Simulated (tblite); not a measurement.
**Geometry relaxation of C₇H₁₄OSi (part 3 of 3)**

Continued. System: C₇H₁₄OSi. Method: GFN2-xTB geometry optimisation, gas phase (tblite 0.8.0). It belongs to a series of runs on one base structure; here: H on C replaced by OSiH3.

Geometry of the input (Å):
```
C  3.3814  -0.2690  -0.6327
C  2.1462  -0.8038  -0.5493
C  1.3969  -0.9776  0.7499
C  0.0179  -0.3111  0.6922
C  -1.0636  -0.9806  0.2519
C  -2.4799  -0.4684  0.2566
C  -3.0030  -0.2671  -1.1567
O  -0.1253  0.9190  1.3285
Si 0.6129  2.2785  0.7245
H  3.8956  0.1067  0.2453
H  3.8695  -0.1853  -1.5940
H  1.6669  -1.1784  -1.4429
H  1.2648  -2.0483  0.9424
H  1.9603  -0.5900  1.5998
H  -0.9343  -1.9679  -0.1685
H  -2.5637  0.4760  0.8222
H  -3.1025  -1.1928  0.7878
H  -2.4105  0.4660  -1.6972
H  -2.9833  -1.2040  -1.7141
H  -4.0344  0.0841  -1.1165
H  2.0593  2.2546  1.0293
H  0.0273  3.4838  1.3811
H  0.3968  2.4025  -0.7298
```

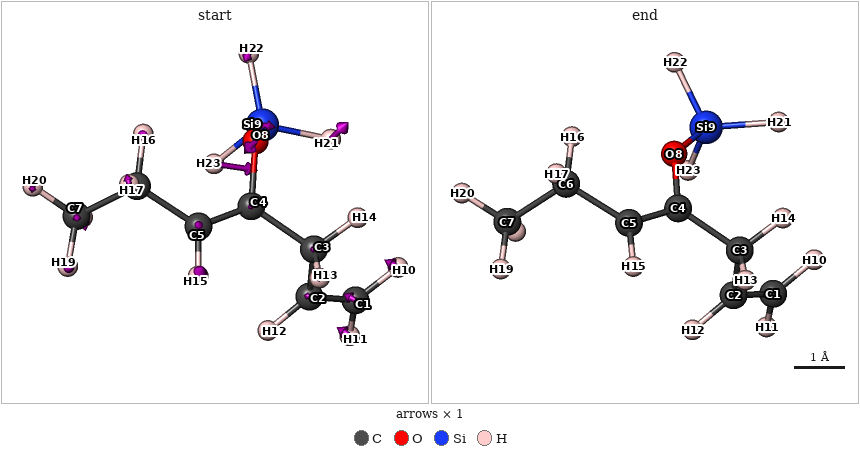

Before (left) and after (right) the relaxation, at one scale (ball-and-stick view, seen at a tilt). The pink arrows give the displacements, at true length. Over 144 geometry steps the energy falls by 28.3 kJ/mol. Largest force component: 1.5 eV/Å at the start, 0.008 eV/Å at the end. H23 moves most after the best rigid fit: 0.99 Å. Largest moves by element: H 0.99 Å, O 0.46 Å, C 0.30 Å, Si 0.29 Å. Among the contacts that change: O8–Si9 1.661 → 1.617 Å, C4–O8 1.392 → 1.353 Å, Si9–H22 1.492 → 1.456 Å, C1–C2 1.349 → 1.320 Å. Among the angles that change: C4–O8–Si9 120.8° → 137.9°, O8–Si9–H22 109.1° → 98.8°, H22–Si9–H23 108.0° → 113.5°. (Atoms are counted from 1 in the order of the input.)
